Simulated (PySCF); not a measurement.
# BH3 (borane): levels of theory compared

Aim: a comparison of 6 runs (BCCD(T)/6-31G*, CCSDT/6-31G*, QCISD(T)/6-31G*, CISD/6-31G*, CCSD(T)/6-31G*, FCI/6-31G*) of BH3 (borane). Input form: a Python script.

The calculation is run with PySCF 2.14.0.

3 further runs of the same task are left out: 3 set aside as unsound or not needed.

## 1. Starting point

The species is BH3 (4 atoms), meant as a singlet with charge 0. As SMILES, `B`. The shape is that of a PBE0-D4/def2-TZVP optimisation.

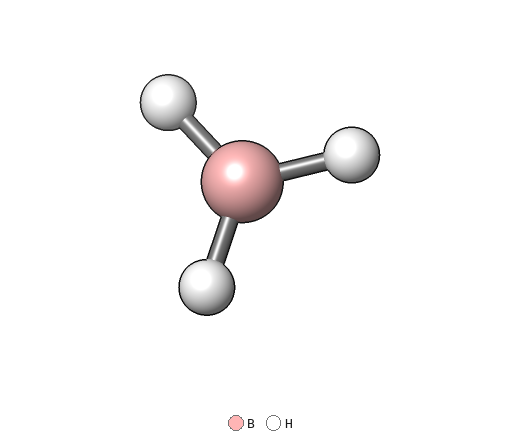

The structure, seen from a chosen angle (boron pink, hydrogen white).

## 2. The energy at BCCD(T)/6-31G(d) (spherical functions) (run 1)

calc.py

```python
# B
from pyscf import gto, cc
from pyscf.cc.bccd import bccd_kernel_

mol = gto.M(
    atom=[
    ('B', (0.013900, -0.015100, -0.005100)),
    ('H', (0.982200, 0.381700, 0.568800)),
    ('H', (-0.276200, -1.171800, 0.043000)),
    ('H', (-0.664400, 0.744900, -0.626900)),
],
    max_memory=1860,
    charge=0,
    basis='6-31g*',
    verbose=4,
)

hf = mol.RHF()
hf.conv_tol = 1e-10
hf.kernel()
if not hf.converged:
    hf = hf.newton().run(hf.mo_coeff, hf.mo_occ)

mycc = cc.CCSD(hf, frozen=1).run()
mycc = bccd_kernel_(mycc, diis=True)
e_t = mycc.ccsd_t()
etot = mycc.e_tot + e_t
print(f'total energy: {etot:.8f} hartree')
```

The run is started by

```sh
$ OMP_NUM_THREADS=1 python calc.py
```

The program printed:

```text
PySCF version 2.14.0

[INPUT] num. atoms = 4
[INPUT] num. electrons = 8
[INPUT] charge = 0
[INPUT] spin (= nelec alpha-beta = 2S) = 0
[INPUT] symmetry False subgroup None
[INPUT] Mole.unit = angstrom
[INPUT] Symbol           X                Y                Z      unit          X                Y                Z       unit  Magmom
[INPUT]  1 B      0.013900000000  -0.015100000000  -0.005100000000 AA    0.026267193131  -0.028534864481  -0.009637603235 Bohr   0.0
[INPUT]  2 H      0.982200000000   0.381700000000   0.568800000000 AA    1.856088999548   0.721308461746   1.074876219653 Bohr   0.0
[INPUT]  3 H     -0.276200000000  -1.171800000000   0.043000000000 AA   -0.521942355605  -2.214381072765   0.081258223356 Bohr   0.0
[INPUT]  4 H     -0.664400000000   0.744900000000  -0.626900000000 AA   -1.255534037161   1.407656990189  -1.184669307490 Bohr   0.0

nuclear repulsion = 7.41883823828152
number of shells = 12
number of NR pGTOs = 39
number of NR cGTOs = 20
basis = 6-31g*
ecp = {}

[... 33 lines left out ...]
converged SCF energy = -26.3892975198216
[... 12 lines left out ...]
Init t2, MP2 energy = -26.4632082839522  E_corr(MP2) -0.0739107641305879
[... 9 lines left out ...]
CCSD converged
[... 22 lines left out ...]
CCSD converged
[... 21 lines left out ...]
CCSD converged
[... 3 lines left out ...]
******** <class 'pyscf.cc.ccsd.CCSD'> ********
CC2 = 0
CCSD nocc = 3, nmo = 19
frozen orbitals 1
max_cycle = 50
direct = 0
conv_tol = 1e-07
conv_tol_normt = 1e-05
diis_space = 6
diis_start_cycle = 0
diis_start_energy_diff = 1e+09
Init E_corr(CCSD) = -0.0936496140259282
cycle = 1  E_corr(CCSD) = -0.0936545228641149  dE = -4.90883819e-06  norm(t1,t2) = 0.000101501
cycle = 2  E_corr(CCSD) = -0.0936530329973565  dE = 1.48986676e-06  norm(t1,t2) = 1.36361e-05
cycle = 3  E_corr(CCSD) = -0.0936525923018737  dE = 4.40695483e-07  norm(t1,t2) = 4.09176e-06
cycle = 4  E_corr(CCSD) = -0.0936525633911125  dE = 2.89107612e-08  norm(t1,t2) = 5.1893e-07
CCSD converged
E(CCSD) = -26.48224387048645  E_corr = -0.0936525633911125
BCC iter:    2  E:     -26.482243870486  dE:    5.348e-07  |t1|:    1.039e-06
CCSD(T) correction = -0.00142467036985355
total energy: -26.48366854 hartree
```

It took 0.7 s on 1 thread of Arm Neoverse V2, shared host; peak memory 0.12 GiB.

## 3. The energy at CCSDT/6-31G(d) (spherical functions) (run 2)

calc.py

```python
from pyscf import gto, scf, cc

mol = gto.M(
    atom=[
    ('B', (0.013900, -0.015100, -0.005100)),
    ('H', (0.982200, 0.381700, 0.568800)),
    ('H', (-0.276200, -1.171800, 0.043000)),
    ('H', (-0.664400, 0.744900, -0.626900)),
],
    basis='6-31g*',
    charge=0,
    verbose=4,
    max_memory=1860,
    spin=0,
)

calc0 = scf.RHF(mol)
calc0.conv_tol = 1e-10
calc0.kernel()
if not calc0.converged:
    calc0 = calc0.newton().run(calc0.mo_coeff, calc0.mo_occ)

mycc = cc.CCSDT(calc0, frozen=1)
mycc.kernel()
etot = mycc.e_tot
print('E = %.10f Eh' % etot)
```

The run is started by

```sh
$ OMP_NUM_THREADS=1 python calc.py
```

The program printed:

```text
PySCF version 2.14.0

[INPUT] num. atoms = 4
[INPUT] num. electrons = 8
[INPUT] charge = 0
[INPUT] spin (= nelec alpha-beta = 2S) = 0
[INPUT] symmetry False subgroup None
[INPUT] Mole.unit = angstrom
[INPUT] Symbol           X                Y                Z      unit          X                Y                Z       unit  Magmom
[INPUT]  1 B      0.013900000000  -0.015100000000  -0.005100000000 AA    0.026267193131  -0.028534864481  -0.009637603235 Bohr   0.0
[INPUT]  2 H      0.982200000000   0.381700000000   0.568800000000 AA    1.856088999548   0.721308461746   1.074876219653 Bohr   0.0
[INPUT]  3 H     -0.276200000000  -1.171800000000   0.043000000000 AA   -0.521942355605  -2.214381072765   0.081258223356 Bohr   0.0
[INPUT]  4 H     -0.664400000000   0.744900000000  -0.626900000000 AA   -1.255534037161   1.407656990189  -1.184669307490 Bohr   0.0

nuclear repulsion = 7.41883823828152
number of shells = 12
number of NR pGTOs = 39
number of NR cGTOs = 20
basis = 6-31g*
ecp = {}

[... 33 lines left out ...]
converged SCF energy = -26.3892975198216
[... 16 lines left out ...]
WARN: A large `blksize` is being used, which may cause large memory consumption
[... 3 lines left out ...]
WARN: A large `blksize_oovv` is being used, which may cause large memory consumption
[... 3 lines left out ...]
WARN: A large `blksize_oooo` is being used, which may cause large memory consumption
[... 3 lines left out ...]
Approximate memory usage estimate
    T3 memory                 320 KB
    R3 memory                 320 KB
    Symmetrized T3 memory     384 KB
Init t2, MP2 energy = -26.463208283952  E_corr(MP2) -0.073910764131
Init E_corr(RCCSDT) = -0.0739107641305925
cycle =  1  E_corr(RCCSDT) = -0.087952863508  dE = -1.404209937692e-02  norm(d tamps) = 3.93802609e-02
cycle =  2  E_corr(RCCSDT) = -0.092377249992  dE = -4.424386484304e-03  norm(d tamps) = 1.41007281e-02
cycle =  3  E_corr(RCCSDT) = -0.094719978150  dE = -2.342728158352e-03  norm(d tamps) = 5.85725988e-03
cycle =  4  E_corr(RCCSDT) = -0.094730841248  dE = -1.086309794533e-05  norm(d tamps) = 1.15534300e-03
cycle =  5  E_corr(RCCSDT) = -0.094704794470  dE =  2.604677791221e-05  norm(d tamps) = 3.33109937e-04
cycle =  6  E_corr(RCCSDT) = -0.094715671027  dE = -1.087655646037e-05  norm(d tamps) = 9.50093566e-05
cycle =  7  E_corr(RCCSDT) = -0.094715607992  dE =  6.303434144095e-08  norm(d tamps) = 2.01053041e-05
cycle =  8  E_corr(RCCSDT) = -0.094715587673  dE =  2.031923615475e-08  norm(d tamps) = 3.45248638e-06
cycle =  9  E_corr(RCCSDT) = -0.094715552139  dE =  3.553358811359e-08  norm(d tamps) = 1.04152243e-06
cycle = 10  E_corr(RCCSDT) = -0.094715541532  dE =  1.060730606128e-08  norm(d tamps) = 2.50349915e-07
RCCSDT converged
E(RCCSDT) = -26.48401306135383   E_corr = -0.09471554153218954
E_corr(same-spin) = -0.00969920113190468
E_corr(oppo-spin) = -0.0850163404002849
E = -26.4840130614 Eh
```

Wall time 1 s (1 thread of Arm Neoverse V2, shared host); peak memory 0.11 GiB.

Runs 3 to 5 aren't shown in full; the table further down has their settings and results.

## 4. The energy at FCI/6-31G(d) (spherical functions) (run 6)

calc.py

```python
from pyscf import gto, mcscf
from pyscf import fci

molecule = gto.M(
    atom='B 0.013900 -0.015100 -0.005100; H 0.982200 0.381700 0.568800; H -0.276200 -1.171800 0.043000; H -0.664400 0.744900 -0.626900',
    max_memory=1860,
    basis='6-31g*',
    verbose=3,
)

mf = molecule.RHF()
mf.conv_tol = 1e-10
mf.kernel()
if not mf.converged:
    mf = mf.newton().run(mf.mo_coeff, mf.mo_occ)

cas = mcscf.CASCI(mf, mf.mo_coeff.shape[-1] - 1, (molecule.nelec[0] - 1, molecule.nelec[1] - 1))  # full CI above the frozen core
cas.fcisolver = fci.direct_spin0.FCI(molecule)  # even spin states alone
cas.kernel()
print('<S^2> = %.4f' % cas.fcisolver.spin_square(cas.ci, cas.ncas, cas.nelecas)[0])
e_final = cas.e_tot
print('E = %.10f Eh' % e_final)
```

The run is started by

```sh
$ OMP_NUM_THREADS=1 python calc.py
```

The program printed:

```text
converged SCF energy = -26.3892975198216
CASCI E = -26.4840282562352  E(CI) = -9.25943632981640  S^2 = 0.0000000
<S^2> = 0.0000
E = -26.4840282562 Eh
```

Run time: 37 s. Hardware: 1 thread of Arm Neoverse V2, shared host; peak memory 0.31 GiB.

## 5. Overview of the runs

```csv
run,level,energy (Eh),correlation energy (mEh),wall time
1,BCCD(T)/6-31G* (spherical functions),-26.483669,-94.4,0.7 s
2,CCSDT/6-31G* (spherical functions),-26.484013,-94.7,1 s
3,QCISD(T)/6-31G* (spherical functions),-26.483714,-94.4,0.52 s
4,CISD/6-31G* (spherical functions),-26.480083,-90.8,0.48 s
5,CCSD(T)/6-31G* (spherical functions),-26.483675,-94.4,0.54 s
6,FCI/6-31G* (spherical functions),-26.484028,-94.7,37 s
```

## 6. Results

```
                                         quantity         value
                              run 6: total energy  -26.48403 Eh
      run 6: dipole moment (Hartree–Fock density)        0.00 D
       run 6: HOMO energy (Hartree–Fock orbitals)     -13.50 eV
       run 6: LUMO energy (Hartree–Fock orbitals)       2.41 eV
     run 6: HOMO–LUMO gap (Hartree–Fock orbitals)      15.91 eV
run 6: correlation energy (1 core orbital frozen)     -94.7 mEh
```

**Reading.** Against full CI in this basis: BCCD(T) +0.4 mEh; CCSDT +0.0 mEh; QCISD(T) +0.3 mEh; CISD +3.9 mEh; CCSD(T) +0.4 mEh. All runs together took 40 s, the longest 37 s.
